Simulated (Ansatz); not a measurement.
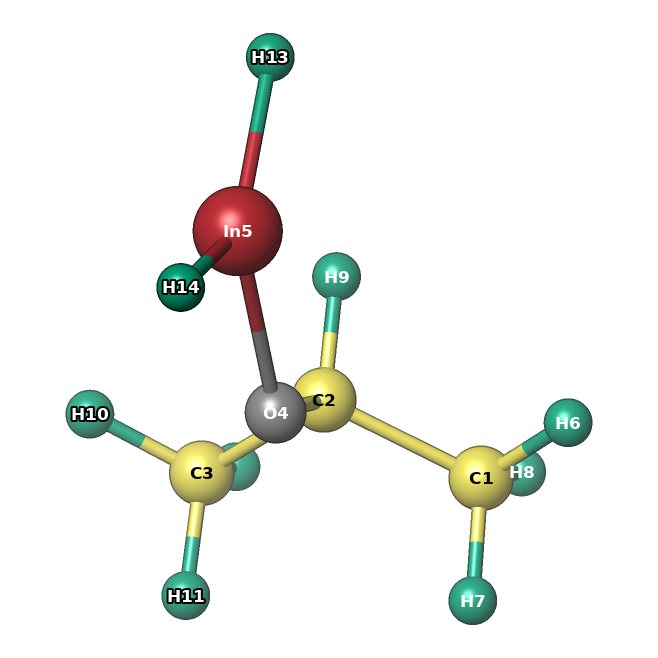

(Drawn from a calculation with Ansatz.)

C2 lies behind O4. The molecule seen a little off the O4–C2 bond, O4 in front. Atoms fade into the background with distance from the viewer. The species has charge +1 and is a spin doublet. Geometry: the geometry of the neutral molecule.

> What is the torsion angle In5–O4–C2–C1? The sign is positive where the front bond must turn clockwise to cover the back bond.

118°, anticlinal.
